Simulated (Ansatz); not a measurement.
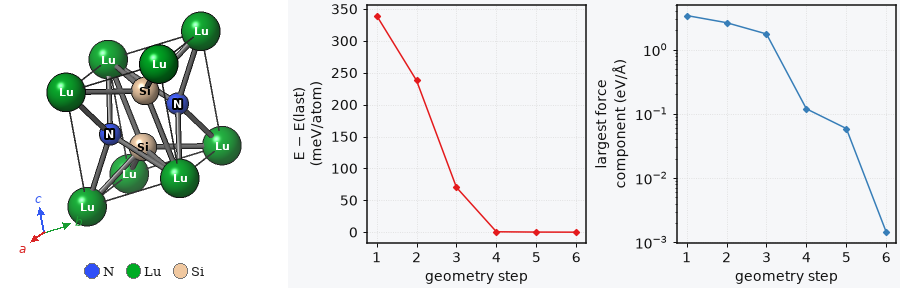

Beside the plot: the structure at the start.

History of a geometry optimisation. Only the atoms move.

LuSi₂N₂ (I4/mmm, 5 atoms in the cell); Ansatz, DFT, PAW plane waves, LDA, spin-orbit; cutoff 420 eV, 5×5×5 k-mesh, Fermi–Dirac smearing of 0.1 eV.

**How did the optimisation end?**

The optimisation met its thresholds at geometry 6, counting the start as the first. The energy fell by about 340 meV/atom from the first step to the last. The largest force component goes from about 3.4 eV/Å at the start to 1.4 × 10⁻³ eV/Å at the end.
